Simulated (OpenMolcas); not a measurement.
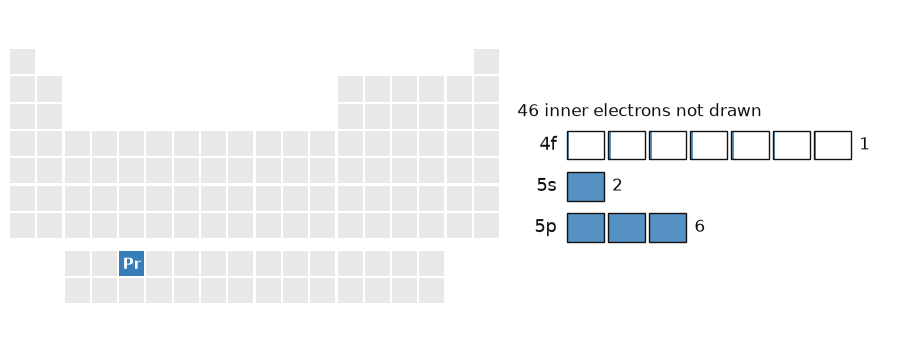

**Figure 1.** Left, the place of praseodymium in the periodic table; right, the outer shells of the leading configuration of the lowest level: a box for each of the 2l + 1 orbitals, shaded by the share of the shell that is filled, with the electron count at the right.

# Run report: Pr⁴⁺ complex, multiconfigurational calculation

System: Pr⁴⁺ with 6 ligands (O; octahedron, 2.23 Å), neutralised by 6 outer point charges of +1.3 e, whose field is part of the energies.
Method: state-averaged CASSCF, active space 1 electron in the shell 4f, basis ANO-RCC-VDZP on the metal and ANO-RCC-VDZP on the ligands, DKH2 scalar Hamiltonian, spin-orbit coupling by RASSI with atomic mean-field integrals (OpenMolcas).

Input:
```
&GATEWAY
Coord
7

Pr 0.0 0.0 0.0
O 2.230000 0.000000 0.000000
O 0.000000 2.230000 0.000000
O -2.230000 0.000000 0.000000
O 0.000000 -2.230000 0.000000
O 0.000000 0.000000 2.230000
O 0.000000 0.000000 -2.230000
Basis=Pr.ANO-RCC-VDZP,O.ANO-RCC-VDZP
Group=XYZ
NoMove
AngMom=0.0 0.0 0.0
AMFI
RICD
XField
3 Angstrom 0
5.030000 0.000000 0.000000 1.333333
0.000000 5.030000 0.000000 1.333333
0.000000 0.000000 5.030000 1.333333
&SEWARD
&RASSCF
FileOrb=start.orb
Symmetry=2
Spin=2
nActEl=1 0 0
Inactive=30 27
Ras2=0 7
CIRoot=7 7 1
SDav=7
CIMx=300
Iter=150 100
PrWF=0.3
OrbListing=Nothing
MaxOrb=0
LevShft=1.0
>>> COPY $Project.JobIph JOB001
&RASSI
NrOfJobIphs=1 7
1 2 3 4 5 6 7
IphNames
JOB001
EJob
SpinOrbit
DIPRint=1.0
SOCoupling=1000.0
Subsets=2
Property=9
'ANGMOM' 1 'ANGMOM' 2 'ANGMOM' 3 'MLTPL  1' 1 'MLTPL  1' 2 'MLTPL  1' 3
'AMFI' 1 'AMFI' 2 'AMFI' 3
SOProperty=3
'ANGMOM' 1 'ANGMOM' 2 'ANGMOM' 3
```

The file start.orb holds starting orbitals from an earlier step. A driver script formed the levels outside the program, from RASSI's spin-orbit matrix and the active-space energies, averaged over the components of each term or state.

Run as:
```bash
OMP_NUM_THREADS=1 MOLCAS_MEM=2457 MOLCAS_PROJECT=a pymolcas a.inp > a.log  # once for each step of the input, in one work folder
```

Log (extracts):
```
--- SEWARD ---
Basis set label: PR.ANO-RCC...7S6P4D2F1G.

      Electronic valence basis set:
      ------------------
      Associated Effective Charge  59.000000 au
      Associated Actual Charge     59.000000 au
      Nuclear Model: Point charge

      Shell  nPrim  nBasis  Cartesian Spherical Contaminant
         s      25       7        X
         p      22       6        X
         d      15       4                 X
         f      11       2                 X
         g       4       1                 X
                  Relativistic Douglas-Kroll-Hess integrals:
                    - DKH order of Hamiltonian: 2
                    - DKH order of Properties : 0
                  Atomic mean-field integrals
--- RASSCF ---
Wave function specifications:
      -----------------------------

      Number of closed shell electrons         114
      Number of electrons in active shells       1
      Max number of holes in RAS1 space          0
      Max nr of electrons in RAS3 space          0
      Number of inactive orbitals               57
      Number of active orbitals                  7
      Number of secondary orbitals              88
      Spin quantum number                      0.5
      State symmetry                             2
Orbital specifications:
      -----------------------

      Symmetry species                           1   2
                                                ag  au
      Frozen orbitals                            0   0
      Inactive orbitals                         30  27
      Active orbitals                            0   7
      RAS1 orbitals                              0   0
      RAS2 orbitals                              0   7
      RAS3 orbitals                              0   0
      Secondary orbitals                        48  40
      Deleted orbitals                           0   0
      Number of basis functions                 78  74
      Number of CSFs                             7
      Number of root(s) required                 7
      Iter CI   SX   CI       RASSCF       Energy    max ROT     max BLB   max BLB  Level Ln srch  Step   QN
          iter iter root      energy       change     param      element    value   shift minimum  type update
 Nr of preliminary CI iterations:   1
      Total energies have been shifted. Add                -9000.00 au
        1   1    9    0  -678.52047534    0.00E+00   7.70E-02   17  51 2 -6.09E-01*  1.26   0.00    SX    NO
        2   1   10    0  -680.98681663   -2.47E+00* -6.57E-02   15  49 2 -3.06E-01*  0.80   0.00    SX    NO
        3   1   11    0  -681.78645686   -8.00E-01* -3.01E-02   30  33 1  9.24E-02*  0.79   0.00    SX    NO
        4   1   11    0  -681.91594936   -1.29E-01* -2.54E-02   27  44 2 -7.00E-02*  0.84   0.00    SX    NO
        5   1   11    0  -681.95933038   -4.34E-02* -3.00E-02   27  44 2 -5.78E-02*  0.85   2.50    LS   YES
        6   1   10    0  -681.98843037   -2.91E-02* -3.16E-02   27  44 2 -4.31E-02*  0.87   1.67    QN   YES
        7   1   10    0  -682.00294508   -1.45E-02* -2.10E-02   15  42 2 -2.49E-02*  0.87   1.76    LS   YES
        8   1    9    0  -682.00623921   -3.29E-03*  1.04E-02   24  66 2 -2.47E-02*  0.87   1.14    QN   YES
        9   1    9    0  -682.01073989   -4.50E-03*  1.19E-02   14  48 2 -1.28E-02*  0.86   2.24    LS   YES
       10   1    9    0  -682.01272018   -1.98E-03* -2.82E-03   12  47 2 -9.10E-03*  0.85   1.08    QN   YES
       11   1    9    0  -682.01345743   -7.37E-04* -2.57E-03   20  42 2  4.58E-03*  0.85   1.94    LS   YES
       12   1    9    0  -682.01368242   -2.25E-04*  2.02E-03   24  66 2  6.30E-03*  0.85   1.03    QN   YES
       13   1    8    0  -682.01390122   -2.19E-04*  1.53E-03   30  33 1  2.16E-03*  0.85   1.77    LS   YES
       14   1    8    0  -682.01395225   -5.10E-05*  5.98E-04   10  46 1 -2.80E-03*  0.85   1.01    QN   YES
       15   1    8    0  -682.01398509   -3.28E-05*  4.53E-04   27  70 1 -9.88E-04*  0.85   1.76    LS   YES
       16   1    7    0  -682.01399261   -7.52E-06* -2.91E-04    7  45 2 -1.20E-03*  0.85   1.00    QN   YES
       17   1    7    0  -682.01399665   -4.04E-06*  1.40E-04   14  50 1  2.88E-04*  0.85   1.39    QN   YES
       18   1    6    0  -682.01399744   -7.92E-07* -4.67E-05    9  47 2  8.65E-05   0.85   1.22    QN   YES
       19   1    6    0  -682.01399755   -1.03E-07* -2.76E-05    7  45 2  4.99E-05   0.85   1.42    QN   YES
       20   1    5    0  -682.01399757   -2.66E-08* -1.28E-05   30  33 1 -2.89E-05   0.85   1.33    QN   YES
       21   1    5    0  -682.01399758   -5.84E-09  -8.38E-06   30  33 1 -1.32E-05   0.85   1.44    QN   YES
      Convergence after 21 iterations
       22   1    5    0  -682.01399758   -1.51E-09  -8.38E-06    7  45 2 -4.52E-06   0.85   1.44    QN   YES
      Natural orbitals and occupation numbers for root  1
      sym 2:   0.000000   1.000000   0.000000   0.000000  -0.000000   0.000000   0.000000
      Natural orbitals and occupation numbers for root  2
      sym 2:   1.000000  -0.000000   0.000000  -0.000000   0.000000   0.000000  -0.000000
      Natural orbitals and occupation numbers for root  3
      sym 2:  -0.000000  -0.000000   0.000000  -0.000000   0.000000   1.000000  -0.000000
::    RASSCF root number  1 Total energy:  -9682.02067146
::    RASSCF root number  2 Total energy:  -9682.01615950
::    RASSCF root number  3 Total energy:  -9682.01615950
::    RASSCF root number  4 Total energy:  -9682.01615950
::    RASSCF root number  5 Total energy:  -9682.00961103
::    RASSCF root number  6 Total energy:  -9682.00961103
::    RASSCF root number  7 Total energy:  -9682.00961103
--- RASSI ---
SPIN-FREE ENERGIES:
  (Shifted by EMIN (a.u.) =      -9682.0206714587)

 SF State       Relative EMIN(au)   Rel lowest level(eV)    D:o, cm**(-1)

     1             0.0000000000        0.0000000000              0.0000
     2             0.0045119571        0.1227766066            990.2601
     3             0.0045119571        0.1227766066            990.2601
     4             0.0045119571        0.1227766066            990.2601
     5             0.0110604258        0.3009695179           2427.4829
     6             0.0110604258        0.3009695179           2427.4829
     7             0.0110604258        0.3009695179           2427.4829
     Dipole printing threshold changed to   1.00000000E+00
Eigenvalues of complex Hamiltonian:
   -----------------------------------
  (Shifted by EMIN (a.u.) =      -9682.0206714587)

 SO State       Relative EMIN(au)   Rel lowest level(eV)    D:o, cm**(-1)

     1            -0.0057592573        0.0000000000              0.0000
     2            -0.0057592573        0.0000000000              0.0000
     3            -0.0000062099        0.1565483941           1262.6480
     4            -0.0000062099        0.1565483941           1262.6480
     5            -0.0000062099        0.1565483951           1262.6480
     6            -0.0000062099        0.1565483951           1262.6480
     7             0.0082734207        0.3818486201           3079.8168
     8             0.0082734207        0.3818486201           3079.8168
     9             0.0136721607        0.5287558193           4264.7033
    10             0.0136721607        0.5287558193           4264.7033
    11             0.0136721607        0.5287558201           4264.7033
    12             0.0136721607        0.5287558201           4264.7033
    13             0.0168710837        0.6158029494           4966.7857
    14             0.0168710837        0.6158029494           4966.7857
Weights of the five most important spin-orbit-free states for each spin-orbit state.

 SO State  Total energy (au)           Spin-free states, spin, and weights
 -------------------------------------------------------------------------------------------------------
    1        -0.005759       1 0.5  0.5896    3 0.5  0.1368    2 0.5  0.1368    4 0.5  0.1368    5 0.5  0.0000
    2        -0.005759       1 0.5  0.5896    3 0.5  0.1368    2 0.5  0.1368    4 0.5  0.1368    5 0.5  0.0000
    3        -0.000006       4 0.5  0.3746    5 0.5  0.2057    6 0.5  0.1972    2 0.5  0.1349    3 0.5  0.0871
    4        -0.000006       4 0.5  0.3746    5 0.5  0.2057    6 0.5  0.1972    2 0.5  0.1349    3 0.5  0.0871
    5        -0.000006       3 0.5  0.3106    7 0.5  0.2684    2 0.5  0.2629    6 0.5  0.0717    5 0.5  0.0632
    6        -0.000006       3 0.5  0.3106    7 0.5  0.2684    2 0.5  0.2629    6 0.5  0.0717    5 0.5  0.0632
    7         0.008273       1 0.5  0.4104    4 0.5  0.1965    2 0.5  0.1965    3 0.5  0.1965    6 0.5  0.0000
    8         0.008273       1 0.5  0.4104    4 0.5  0.1965    2 0.5  0.1965    3 0.5  0.1965    6 0.5  0.0000
    9         0.013672       7 0.5  0.3976    3 0.5  0.1971    2 0.5  0.1897    5 0.5  0.1047    6 0.5  0.0943
   10         0.013672       7 0.5  0.3976    3 0.5  0.1971    2 0.5  0.1897    5 0.5  0.1047    6 0.5  0.0943
   11         0.013672       6 0.5  0.3034    5 0.5  0.2930    4 0.5  0.2524    2 0.5  0.0792    3 0.5  0.0718
   12         0.013672       6 0.5  0.3034    5 0.5  0.2930    4 0.5  0.2524    2 0.5  0.0792    3 0.5  0.0718
```

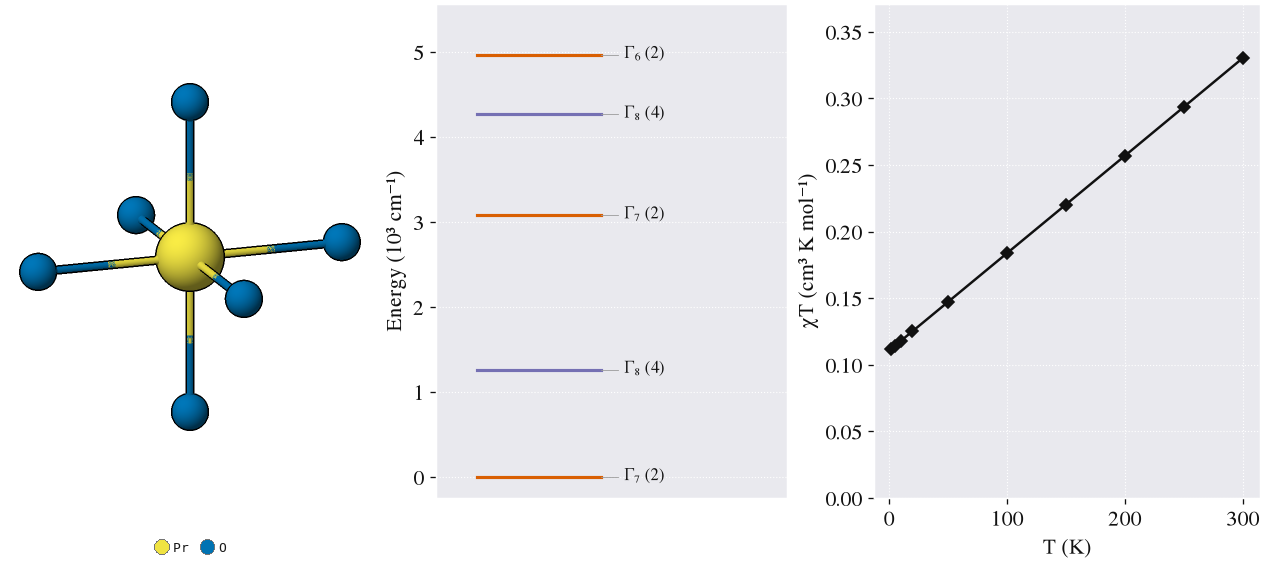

**Figure 2.** Pr⁴⁺ (4f) with 6 ligands, O²⁻, at 2.23 Å (arrangement: octahedron, Oh), neutralised by outer point charges of +1.3 e, and its levels and susceptibility. Labels give the representation in O, Td, D4 or D3 as the site allows (double group for half-integer spin) where it could be assigned and, in brackets, the degeneracy; spin-free states, where drawn, share the zero of the spin-orbit levels. Powder susceptibility by Van Vleck's formula. The ground level is Γ₇, a Kramers doublet, 100 % from states of spin multiplicity 2, effective J = 2.55, with |mJ| = 3/2 the largest share (82 %). Its principal g values are 1.09, 1.09 and 1.09, isotropic. The next level lies at 1,260 cm⁻¹ (Γ₈). The lowest J multiplet spreads over 1,260 cm⁻¹. χT is 0.112 cm³ K mol⁻¹ at 2 K and 0.330 at 300 K, an effective moment of 1.63 μB. The active orbitals hold 98 to 100 % metal character (Löwdin), and the Mulliken charge of the metal is +2.21.

Summary:

```tsv
quantity	value
outcome	converged
energy of the lowest spin-free term	−9682.02067 hartree
energy of the lowest spin-orbit level	−9682.02643 hartree
largest spread among components of a term	0.0 cm⁻¹
hardware	1 thread of Arm Neoverse N1, 24 GiB of memory available, shared host
wall time	29 s
peak memory	0.6 GiB
```

Notes:

To bear in mind: covalent bonds, ligand orbitals missing from the active space; bare point charges leave oxide and sulfide ligands too diffuse, field too small; distances are set from ionic radii, not optimised.
